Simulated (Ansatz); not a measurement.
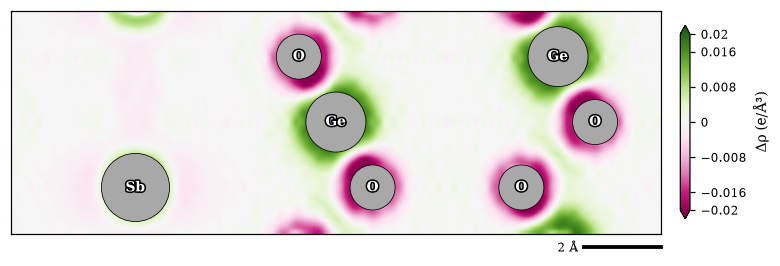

Ge2SbO4. Difference of the valence pseudo-densities of two functionals at the same geometry, on the (110) plane of the calculation cell: PBE less r2SCAN.

Space group P-3m1; a generated structure, not necessarily the stable one; computed without spin polarisation.

Both computed with Ansatz (plane waves, PAW), on the same k-point mesh. Grey discs cover the atomic cores.

```yaml
crystal:
  lattice:
    - [2.95469, 0.00000, 0.00000]
    - [-1.47734, 2.55884, 0.00000]
    - [0.00000, 0.00000, 16.24472]
  atoms:
    - { symbol: Ge, position: [0.33333, 0.66667, 0.32172] }
    - { symbol: Ge, position: [0.66667, 0.33333, 0.67828] }
    - { symbol: Sb, position: [0.00000, 0.00000, 0.00000] }
    - { symbol: O, position: [0.66667, 0.33333, 0.26223] }
    - { symbol: O, position: [0.00000, 0.00000, 0.38060] }
    - { symbol: O, position: [0.00000, 0.00000, 0.61940] }
    - { symbol: O, position: [0.33333, 0.66667, 0.73777] }
```

> What does the difference map show?

Against r2SCAN, PBE gives more density around Ge (+0.009 e/Å³ on average at 1.0 Å from the nucleus) and less density around O (−0.014 e/Å³ on average at 0.7 Å from the nucleus).
